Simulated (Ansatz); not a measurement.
# Run report: CH7FOSi3, molecular dynamics (part 1 of 3)

- system: CH7FOSi3, SMILES O[Si]1(F)C[SiH2][SiH2]1
- method: RKS B3LYP-D4/STO-3G (Ansatz 0.2.0)

One setting was made poor on purpose. It belongs to a series of runs on one base structure; here: dynamics from the start. Figures and captions count atoms from 1; the log counts them from 0 in places.

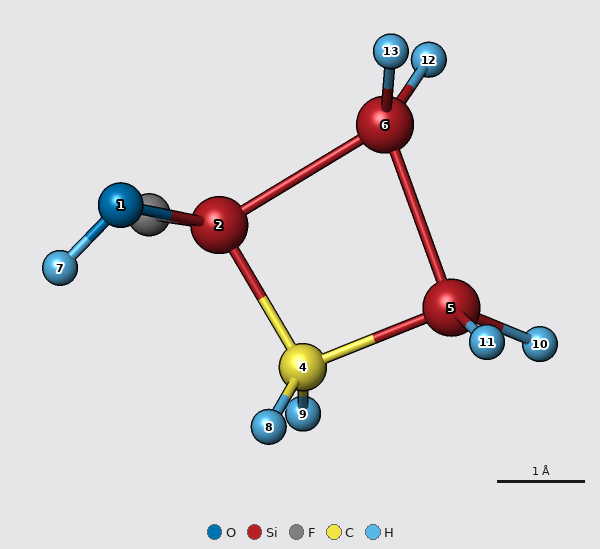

*The structure as given in the input (ball-and-stick view, seen on its broad side; atoms are numbered from 1 in the order of the input).*

Bond lengths as drawn: C–H 1.10 Å, C–Si 1.91 Å, F–Si 1.65 Å, H–O 1.02 Å, H–Si 1.45 Å, O–Si 1.72 Å and Si–Si 2.27 Å.

### Input
```yaml
crystal:
  periodic: [false, false, false]
  atoms:
    - { symbol: O, position_ang: [1.365968, -1.773811, -1.171499] }
    - { symbol: Si, position_ang: [0.401579, -1.155861, 0.105866] }
    - { symbol: F, position_ang: [0.03437, -2.419056, 1.093867] }
    - { symbol: C, position_ang: [-1.182135, -0.246498, -0.467799] }
    - { symbol: Si, position_ang: [-0.700176, 1.534305, 0.016464] }
    - { symbol: Si, position_ang: [1.223783, 0.787881, 0.95285] }
    - { symbol: H, position_ang: [0.785327, -2.502505, -1.597344] }
    - { symbol: H, position_ang: [-1.388294, -0.363498, -1.539109] }
    - { symbol: H, position_ang: [-2.074886, -0.59391, 0.068351] }
    - { symbol: H, position_ang: [-1.667647, 2.155159, 0.896336] }
    - { symbol: H, position_ang: [-0.547147, 2.382039, -1.146428] }
    - { symbol: H, position_ang: [1.300161, 0.877935, 2.395175] }
    - { symbol: H, position_ang: [2.469497, 1.283019, 0.408171] }
basis:
  gaussian: { orbitals: STO-3G }
hamiltonian:
  xc: b3lyp
  dispersion: d4
md:
  timestep: 4.0
  n_steps: 40
  ensemble: nvt_langevin
  temperature: 300.0
  initial_velocities: maxwell_boltzmann
  seed: 912002
  friction: 0.001
scf:
  lower_state_search: "off"
```

Hardware: 1 thread of Intel Xeon @ 2.50GHz (Skylake/Cascade Lake), 189 GiB of memory available, shared host.

Launch command:
```bash
ansatz run input.yaml --threads 1 --pin off --max-ram 2048MiB --backend cpu --events-out ev --progress --plain --runs-dir out
```

### Log
```
Engine: ansatz 0.2.0, x86_64-unknown-linux-gnu
Functional definition: B3LYP
  parameter a0 = 0.2
  parameter ax = 0.72
  parameter ac = 0.81
  exchange = (1 - a0 - ax)*slater_x + ax*b88_x + a0*exact_x
  correlation = (1 - ac)*vwn_rpa_c + ac*lyp_c
these checks for a lower state are left out or cut short: stability, starts, cluster_reference, orbital_swaps, neighbouring_geometries, increment
669 factors; integrals over basis functions are off by at most 1.1e-5 eV
mean field evaluation 1: about -29190.9052 eV, gradient 3.2e1 eV
mean field evaluation 2: about -29190.3604 eV, gradient 3.6e1 eV
mean field evaluation 4: about -29194.6345 eV, gradient 1.5e0 eV
mean field evaluation 8: about -29194.6031 eV, gradient 2.8e-2 eV
mean field -29194.60314922 eV, -1072.8818769211 hartree, gradient 2.3e-6 eV, S^2 0.000000; 0 other end points of the search recorded, 0 dependent functions left out
the calculation of the forces begins
reference -29194.60335830 eV, -1072.8818846047 hartree; 36, 36 occupied and 13, 13 virtual orbitals, 669 factors
md step     0: t =     0.00 fs  T =   276.9 K  F+E_penalty+E_count = -29195.20992199 eV  E_kin = 0.465336 eV  (13 SCF iters)
these checks for a lower state are left out or cut short: stability, starts, cluster_reference, orbital_swaps, neighbouring_geometries, increment
669 factors; integrals over basis functions are off by at most 1.0e-5 eV
mean field evaluation 16: about -29193.8790 eV, gradient 5.0e0 eV
mean field -29193.97396797 eV, -1072.8587549365 hartree, gradient 2.2e-6 eV, S^2 0.000000; 0 other end points of the search recorded, 0 dependent functions left out
[... from here on the field's lines of each further geometry are left out, up to the last ...]
md step     1: t =     4.00 fs  T =   357.8 K  F+E_penalty+E_count = -29194.58424240 eV  E_kin = 0.601319 eV  (17 SCF iters, 9 dispersion substeps)
md step     2: t =     8.00 fs  T =  4675.3 K  F+E_penalty+E_count = -29189.07955050 eV  E_kin = 7.856334 eV  (22 SCF iters, 9 dispersion substeps)
md step     3: t =    12.00 fs  T = 21447.7 K  F+E_penalty+E_count = -29181.96950476 eV  E_kin = 36.040295 eV  (49 SCF iters, 41 dispersion substeps)
md step     4: t =    16.00 fs  T = 27980357.8 K  F+E_penalty+E_count = -28990.57831667 eV  E_kin = 47017.633271 eV  (42 SCF iters, 85 dispersion substeps)
md step     5: t =    20.00 fs  T = 111762627.7 K  F+E_penalty+E_count = -29165.76942966 eV  E_kin = 187803.682787 eV  (139 SCF iters, 451 dispersion substeps)
md step     6: t =    24.00 fs  T = 110870452.2 K  F+E_penalty+E_count = -29168.89684484 eV  E_kin = 186304.488951 eV  (107 SCF iters)
md step     7: t =    28.00 fs  T = 109984184.8 K  F+E_penalty+E_count = -29165.71453152 eV  E_kin = 184815.222918 eV  (123 SCF iters)
md step     8: t =    32.00 fs  T = 109104163.6 K  F+E_penalty+E_count = -29164.56245968 eV  E_kin = 183336.452832 eV  (68 SCF iters)
md step     9: t =    36.00 fs  T = 108236793.7 K  F+E_penalty+E_count = -29162.59378461 eV  E_kin = 181878.941875 eV  (89 SCF iters)
md step    10: t =    40.00 fs  T = 107375964.6 K  F+E_penalty+E_count = -29159.10153843 eV  E_kin = 180432.421898 eV  (62 SCF iters)
md step    11: t =    44.00 fs  T = 106520557.5 K  F+E_penalty+E_count = -29157.64412795 eV  E_kin = 178995.012999 eV  (94 SCF iters)
md step    12: t =    48.00 fs  T = 105674728.2 K  F+E_penalty+E_count = -29160.55320145 eV  E_kin = 177573.698223 eV  (56 SCF iters)
md step    13: t =    52.00 fs  T = 104852982.9 K  F+E_penalty+E_count = -29153.09790858 eV  E_kin = 176192.853973 eV  (57 SCF iters)
md step    14: t =    56.00 fs  T = 104083799.2 K  F+E_penalty+E_count = -29152.24569002 eV  E_kin = 174900.332977 eV  (163 SCF iters)
md step    15: t =    60.00 fs  T = 103259035.4 K  F+E_penalty+E_count = -29147.62448153 eV  E_kin = 173514.416474 eV  (109 SCF iters)
md step    16: t =    64.00 fs  T = 102437797.9 K  F+E_penalty+E_count = -29146.62970440 eV  E_kin = 172134.425451 eV  (140 SCF iters)
md step    17: t =    68.00 fs  T = 101626127.1 K  F+E_penalty+E_count = -29152.49146307 eV  E_kin = 170770.509975 eV  (127 SCF iters)
md step    18: t =    72.00 fs  T = 101546649.3 K  F+E_penalty+E_count = -29088.39860122 eV  E_kin = 170636.957192 eV  (146 SCF iters)
md step    19: t =    76.00 fs  T = 103073342.4 K  F+E_penalty+E_count = -29143.97341331 eV  E_kin = 173202.381636 eV  (637 SCF iters)
md step    20: t =    80.00 fs  T = 102260858.3 K  F+E_penalty+E_count = -29142.50606345 eV  E_kin = 171837.099731 eV  (447 SCF iters)
md step    21: t =    84.00 fs  T = 101430325.5 K  F+E_penalty+E_count = -29139.71890322 eV  E_kin = 170441.489034 eV  (343 SCF iters)
md step    22: t =    88.00 fs  T = 100619214.0 K  F+E_penalty+E_count = -29139.41728600 eV  E_kin = 169078.513480 eV  (231 SCF iters)
md step    23: t =    92.00 fs  T = 99816429.8 K  F+E_penalty+E_count = -29137.86487482 eV  E_kin = 167729.530908 eV  (390 SCF iters)
md step    24: t =    96.00 fs  T = 99029088.9 K  F+E_penalty+E_count = -29134.60704334 eV  E_kin = 166406.499065 eV  (284 SCF iters)
md step    25: t =   100.00 fs  T = 98238827.5 K  F+E_penalty+E_count = -29132.75211712 eV  E_kin = 165078.559510 eV  (382 SCF iters)
md step    26: t =   104.00 fs  T = 97445555.2 K  F+E_penalty+E_count = -29132.38846098 eV  E_kin = 163745.560742 eV  (548 SCF iters)
md step    27: t =   108.00 fs  T = 96665855.1 K  F+E_penalty+E_count = -29132.18878593 eV  E_kin = 162435.368244 eV  (385 SCF iters)
md step    28: t =   112.00 fs  T = 95891183.4 K  F+E_penalty+E_count = -29131.97174269 eV  E_kin = 161133.625475 eV  (445 SCF iters)
md step    29: t =   116.00 fs  T = 95129485.5 K  F+E_penalty+E_count = -29131.63769845 eV  E_kin = 159853.683606 eV  (380 SCF iters)
md step    30: t =   120.00 fs  T = 94371988.0 K  F+E_penalty+E_count = -29131.26413584 eV  E_kin = 158580.799956 eV  (463 SCF iters)
md step    31: t =   124.00 fs  T = 93620874.6 K  F+E_penalty+E_count = -29131.01657498 eV  E_kin = 157318.643886 eV  (396 SCF iters)
md step    32: t =   128.00 fs  T = 92882912.5 K  F+E_penalty+E_count = -29130.89877329 eV  E_kin = 156078.587299 eV  (434 SCF iters)
md step    33: t =   132.00 fs  T = 92137518.9 K  F+E_penalty+E_count = -29130.88698371 eV  E_kin = 154826.042696 eV  (343 SCF iters)
md step    34: t =   136.00 fs  T = 91401140.5 K  F+E_penalty+E_count = -29131.01675070 eV  E_kin = 153588.647186 eV  (305 SCF iters)
md step    35: t =   140.00 fs  T = 90677345.9 K  F+E_penalty+E_count = -29131.27973087 eV  E_kin = 152372.397263 eV  (302 SCF iters)
md step    36: t =   144.00 fs  T = 89953148.0 K  F+E_penalty+E_count = -29131.57928666 eV  E_kin = 151155.469556 eV  (496 SCF iters)
md step    37: t =   148.00 fs  T = 89242156.4 K  F+E_penalty+E_count = -29131.79420614 eV  E_kin = 149960.733472 eV  (425 SCF iters)
md step    38: t =   152.00 fs  T = 88525963.3 K  F+E_penalty+E_count = -29131.96366575 eV  E_kin = 148757.257028 eV  (308 SCF iters)
the calculation of the forces begins
reference -29131.97796214 eV, -1070.5804437448 hartree; 36, 36 occupied and 13, 13 virtual orbitals, 592 factors
md step    39: t =   156.00 fs  T = 87819630.3 K  F+E_penalty+E_count = -29132.16273744 eV  E_kin = 147570.349145 eV  (392 SCF iters)
these checks for a lower state are left out or cut short: stability, starts, cluster_reference, orbital_swaps, neighbouring_geometries, increment
592 factors; integrals over basis functions are off by at most 2.0e-5 eV
mean field evaluation 960: about -29132.1028 eV, gradient 6.0e-5 eV
mean field -29132.10281232 eV, -1070.5850319041 hartree, gradient 3.7e-6 eV, S^2 0.000000; 0 other end points of the search recorded, 0 dependent functions left out
the calculation of the forces begins
reference -29132.10357972 eV, -1070.5850601058 hartree; 36, 36 occupied and 13, 13 virtual orbitals, 592 factors
md step    40: t =   160.00 fs  T = 87118692.5 K  F+E_penalty+E_count = -29132.29024164 eV  E_kin = 146392.507371 eV  (415 SCF iters)
```

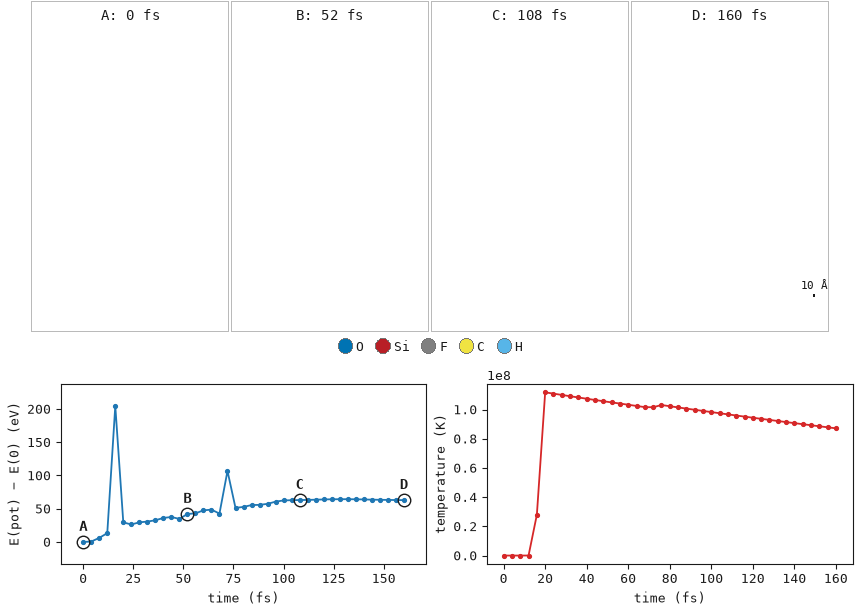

*Frames of the molecular dynamics (ball-and-stick, seen on its broad side) above the curves, on which the letters mark them.*

The trajectory kept here has 41 frames over 160 fs. The temperature starts at 277 K, ranges from 277 to 111762628 K and averages 94489438 K over the second half. The potential energy ends 62.920 eV above its first value. After an unweighted best fit of the last frame on the first, the root-mean-square displacement is 2099.28 Å, and H9 has moved furthest (7202.91 Å).

```
Total energy: -29132.29100904 eV, -1070.5919480063 hartree
Atom 0 at     4.385273    -2.362388     1.014576 Å, force    -1.734000     0.984181     0.114189 eV/Å
Atom 1 at     3.036938    -1.540375     1.360455 Å, force     0.480130    -0.115844     1.847990 eV/Å
Atom 2 at     1.613318    -1.740056     0.531883 Å, force     0.320100    -0.218610    -0.432520 eV/Å
Atom 3 at   529.096949   371.949792    56.626812 Å, force     0.000000     0.000000     0.000000 eV/Å
Atom 4 at    -5.467624    -0.232669    22.866900 Å, force     0.003022     0.007596     0.006167 eV/Å
Atom 5 at     2.056748    -0.560304     3.431618 Å, force     0.937519    -0.648719    -1.533230 eV/Å
Atom 6 at   -72.802247   -57.519835   -61.448375 Å, force     0.000006    -0.000001     0.000089 eV/Å
Atom 7 at  -139.832518   124.601030    18.792174 Å, force     0.000032    -0.000029     0.000001 eV/Å
Atom 8 at -6325.927776 -4429.956905  -711.722222 Å, force     0.000000     0.000000     0.000000 eV/Å
Atom 9 at   256.199657    96.139126  -767.430625 Å, force     0.000000    -0.000000     0.000001 eV/Å
Atom 10 at  -103.633849   -95.874054    56.897670 Å, force     0.000033     0.000037    -0.000069 eV/Å
Atom 11 at    -1.252032     8.221161    27.229768 Å, force    -0.003734    -0.007850    -0.004617 eV/Å
Atom 12 at    19.235012     4.032896    -7.047626 Å, force    -0.003108    -0.000761     0.001999 eV/Å
Dipole moment:   539.922021   370.197860   128.029903 e Å
Checks for a lower state left out: stability, starts, cluster_reference, orbital_swaps, neighbouring_geometries, increment
```

### Trajectory as extended XYZ (Å, eV, eV/Å), 35 of the 41 frames kept, from step=0 to step=40
```
13
Properties=species:S:1:pos:R:3:forces:R:3 step=0 time_fs=0.0 energy=-29195.20992 temperature=276.9
O     1.3660   -1.7738   -1.1715    0.0001   0.0028   0.0022
Si    0.4016   -1.1559    0.1059   -0.0043  -0.0123  -0.0016
F     0.0344   -2.4191    1.0939    0.0016   0.0077   0.0002
C    -1.1821   -0.2465   -0.4678   -0.0036  -0.0030   0.0082
Si   -0.7002    1.5343    0.0165   -0.0001  -0.0021  -0.0123
Si    1.2238    0.7879    0.9528   -0.0042   0.0045  -0.0006
H     0.7853   -2.5025   -1.5973    0.0029  -0.0067  -0.0029
H    -1.3883   -0.3635   -1.5391    0.0007   0.0049   0.0034
H    -2.0749   -0.5939    0.0684    0.0041  -0.0033  -0.0021
H    -1.6676    2.1552    0.8963    0.0002  -0.0020   0.0025
H    -0.5471    2.3820   -1.1464    0.0054   0.0108   0.0054
H     1.3002    0.8779    2.3952   -0.0004   0.0006  -0.0007
H     2.4695    1.2830    0.4082   -0.0024  -0.0019  -0.0017
13
Properties=species:S:1:pos:R:3:forces:R:3 step=1 time_fs=4.0 energy=-29194.58424 temperature=357.8
O     1.3731   -1.7694   -1.1750   -1.8096  -1.2971  -0.7673
Si    0.3837   -1.1618    0.1135    1.3602   1.1232  -0.4705
F     0.0539   -2.4072    1.0825   -0.3154  -0.9026   0.6995
C    -1.1862   -0.2841   -0.4636    4.1415   2.5409  -2.8154
Si   -0.7081    1.5378    0.0021    0.1984  -1.0160   1.9886
Si    1.2289    0.7931    0.9639   -2.0464  -1.0261  -1.6536
H     0.6845   -2.4500   -1.6537    1.4992   1.2398   0.7950
H    -1.2725   -0.3680   -1.5682   -0.8056  -0.2544   0.7662
H    -1.9801   -0.5562    0.0922   -4.0026  -1.4865   1.6798
H    -1.6210    2.2069    0.9347    0.0975  -0.3970  -0.3513
H    -0.4797    2.4465   -1.0305    0.0626   0.7072  -1.3709
H     1.2793    0.7703    2.3397    0.1418   0.2134   2.0387
H     2.4249    1.2657    0.4425    1.4784   0.5551  -0.5388
13
Properties=species:S:1:pos:R:3:forces:R:3 step=2 time_fs=8.0 energy=-29189.07955 temperature=4675.3
O     1.3630   -1.7775   -1.1877   13.2644  12.2003  12.2938
Si    0.3744   -1.1617    0.1190    3.0236   0.8752  -0.9721
F     0.0698   -2.4025    1.0747   -0.4621  -1.3652   1.0046
C    -1.1359   -0.2882   -0.4961   -4.3230   0.6217   8.0629
Si   -0.7151    1.5342   -0.0013    1.9622   1.4391  -1.7419
Si    1.2237    0.7917    0.9646    1.6630   0.0271   2.0784
H     0.8162   -2.2044   -1.5890  -14.4541 -12.1076 -11.7162
H    -1.2788   -0.4126   -1.4727   -1.6554  -0.8325  -5.3777
H    -2.4980   -0.7416    0.3813    4.9081   1.5326  -3.4748
H    -1.5498    2.2044    0.9211   -0.9335   0.1588   0.4925
H    -0.4027    2.6229   -1.1213   -0.7784  -2.1611   1.5642
H     1.2734    0.6985    2.5973   -0.0330   0.4896  -3.2038
H     2.5978    1.3276    0.4005   -2.1816  -0.8780   0.9901
13
Properties=species:S:1:pos:R:3:forces:R:3 step=4 time_fs=16.0 energy=-28990.57832 temperature=27980357.8
O     1.5969   -1.5614   -0.9743   -0.1146  -0.0110  -0.3580
Si    0.4032   -1.1545    0.1069   -0.5322  -0.1979  -0.5070
F     0.0923   -2.4250    1.0800   -0.2412  -0.1791   0.2441
C    -1.2312   -0.2932   -0.4020  1237.7563 864.8661 130.8233
Si   -0.7070    1.5365   -0.0075    1.0197  -0.9053  -2.1013
Si    1.2200    0.7848    0.9816    0.8430   0.7623  -1.3701
H    -3.3265   -5.3822   -5.0125    0.0156   0.0136   0.0137
H    -1.5961   -0.6131   -2.0959    1.8106   1.3462   4.6332
H    -1.3980   -0.4104   -0.4214  -1237.3969 -864.4664 -135.0333
H    -1.5865    2.1345    0.8855   -1.2193   0.7344   0.9865
H    -0.4369    2.5341   -1.1645   -0.5803  -1.6513   1.2955
H     1.2658    0.7107    2.3901   -0.0478   0.1510   1.0098
H     2.5648    1.2643    0.4924   -1.3129  -0.4626   0.3635
```
